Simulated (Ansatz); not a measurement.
**A correction line for wB97M-V/def2-TZVPP: atomisation energy**

The atomisation energy (no zero-point term) in kJ/mol of 6 Al-containing molecules: x at wB97M-V/def2-TZVPP, y at CCSD(T)/CBS estimate. Shapes, held fixed at every level: PBE0-D4/def2-TZVP. Flexible molecules stand in one conformer, not always the lowest. Programs: Ansatz 0.2.0.

```
                                                             molecule  x (kJ/mol)  y (kJ/mol)
                                                       AlH(CH3)2(SH2)        4279        4267
                                     C2H9AlO (SMILES C[O+](C)[AlH3-])        4349        4349
                                                        Al(CH3)3(SH2)        5555           ?
                           C3H11AlO (SMILES C[OH+][AlH-]([CH3])[CH3])        5695        5691
                           C4H11AlN2 (SMILES CC1=[N+](C)[AlH2-][N]1C)        6912        6875
C4H10Al2Cl4 (SMILES C[CH2][Al-]1([Cl])[Cl+][Al-]([Cl])([CH2]C)[Cl+]1)        7511        7486
```

Task: Fit y = c + s·x to the known rows and predict y for Al(CH3)3(SH2).

Result: 
1. Means of the 5 rows: x = 5749.20, y = 5733.6.
2. Σ(Δx)² = 8581029, Σ(Δx·Δy) = 8511819, so the slope is 8511819/8581029 = 0.99193.
3. Intercept: 5733.6 − (0.99193) × 5749.20 = 30.8. The largest residual of the fit is 12.
4. Al(CH3)3(SH2): 30.8 + 0.99193 × 5555 = 5541 kJ/mol.

CCSD(T)/CBS estimate gives 5538 kJ/mol, so the prediction is off by +3 kJ/mol, within the largest residual. Uncorrected, wB97M-V/def2-TZVPP misses Al(CH3)3(SH2) by +17 kJ/mol, and the other rows by 16 on average. The line removes about 80 % of this miss, partly by chance. Left out in turn, the other rows are missed by 13 kJ/mol on average, hardly better than no correction. The CBS estimate extrapolates MP2 from def2-TZVPP and def2-QZVPP and adds CCSD(T) − MP2 in the triple-zeta set, cores frozen.

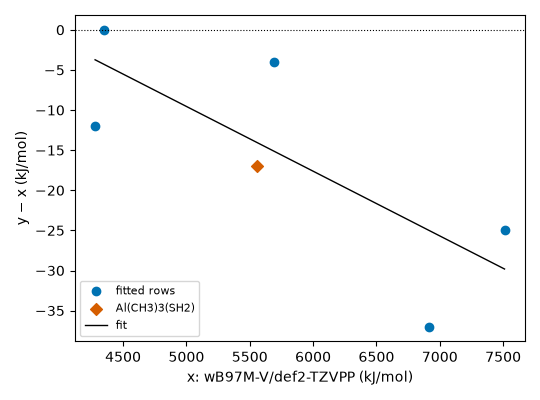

The correction y − x against x, with the fitted line and the withheld molecule.
